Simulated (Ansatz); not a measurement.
```yaml
atoms:
  - { symbol: C, position_ang: [0.1505, 1.4657, -1.3837] }
  - { symbol: N, position_ang: [1.0332, 1.1614, -0.2566] }
  - { symbol: In, position_ang: [0.3112, -0.7275, 1.0415] }
  - { symbol: C, position_ang: [0.3818, -2.1815, -0.5752] }
  - { symbol: C, position_ang: [-1.6178, 0.0936, 1.6228] }
  - { symbol: H, position_ang: [-0.8524, 1.6642, -1.0049] }
  - { symbol: H, position_ang: [0.0944, 0.5937, -2.0355] }
  - { symbol: H, position_ang: [0.4837, 2.3262, -1.9712] }
  - { symbol: H, position_ang: [1.1002, 1.9532, 0.3725] }
  - { symbol: H, position_ang: [1.9741, 0.9656, -0.5786] }
  - { symbol: H, position_ang: [1.6337, -0.6666, 2.1815] }
  - { symbol: H, position_ang: [0.2736, -3.1941, -0.1792] }
  - { symbol: H, position_ang: [1.3369, -2.1401, -1.1054] }
  - { symbol: H, position_ang: [-0.4238, -2.0205, -1.2955] }
  - { symbol: H, position_ang: [-2.3098, 0.1294, 0.7781] }
  - { symbol: H, position_ang: [-2.0749, -0.5254, 2.3984] }
  - { symbol: H, position_ang: [-1.5136, 1.1022, 2.0311] }
```

Geometry: PBE0-D4/def2-TZVP; core potentials replace the inner electrons of In.

These are results of RKS PBE0-D4/def2-TZVPP in Ansatz, not measurements.

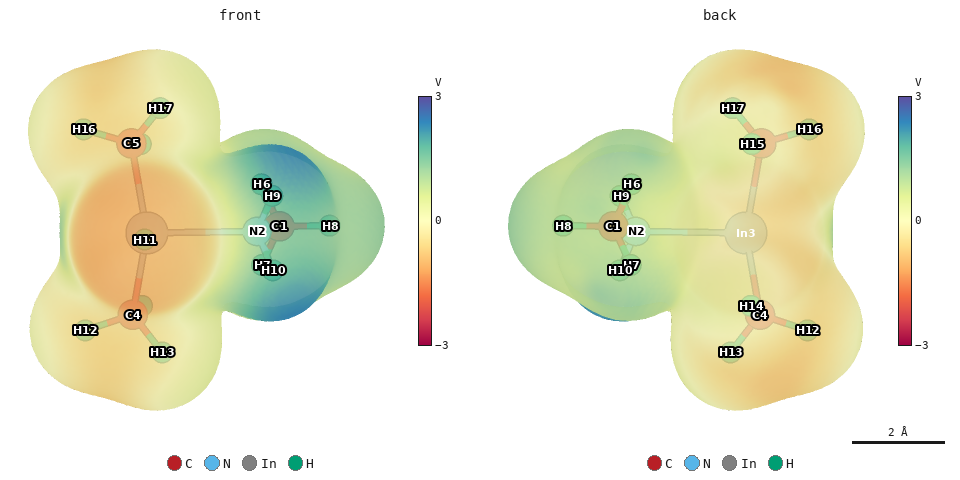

C$_{3}$H$_{12}$InN. The electrostatic potential painted on the density surface at 0.002 e/bohr³, seen from the front and from behind; the colour scale runs from red (negative) to blue (positive).

**Where is the surface potential most negative and most positive?**

The most negative region (about −1.1 V) lies over H11, the most positive (about +2.3 V) over H9 and H10.
